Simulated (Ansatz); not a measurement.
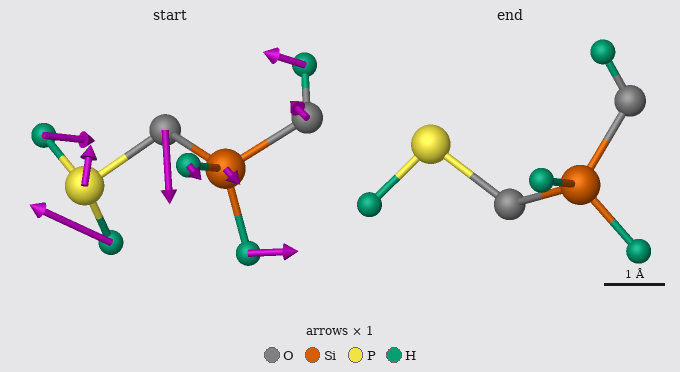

The structure of SiPH$_{5}$O$_{2}$ (coarse preliminary run) before (left) and after (right) a relaxation, at one scale. The purple arrows give the displacements, at their true length.

A ball-and-stick model, seen at a tilt.

The start comes from a force field.

All numbers below come from RKS PBE-D4/def2-SVP (Ansatz). Set-up: force threshold 0.03 eV/Å; at most 200 steps.

### Describe what moved and what it gained.

After 29 accepted moves (35 points after the start) the energy has fallen by 0.452 eV. Largest force component: 2.5 eV/Å at the start, 0.02 eV/Å at the end. The line search rejected the trial steps at points 4, 9, 15, 16, 26, 32 of the run. The forces were under the threshold at step 17, but the run went on from there. An H atom moves most after the best rigid fit: 1.65 Å. Largest moves by element: H 1.65 Å, O 1.25 Å, P 0.73 Å, Si 0.37 Å. Among the contacts that change: O–Si 1.618 → 1.673 Å, H–P 1.398 → 1.448 Å, H–O 1.019 → 0.973 Å, O–P 1.648 → 1.690 Å. Bond angles that change, for instance: Si–O–P 108.3° → 123.1°, O–Si–H 112.2° → 105.2°, O–Si–O 108.4° → 112.6°. Groups turn about O–Si by about 125°, O–Si by about 65°, O–P by about 45°.
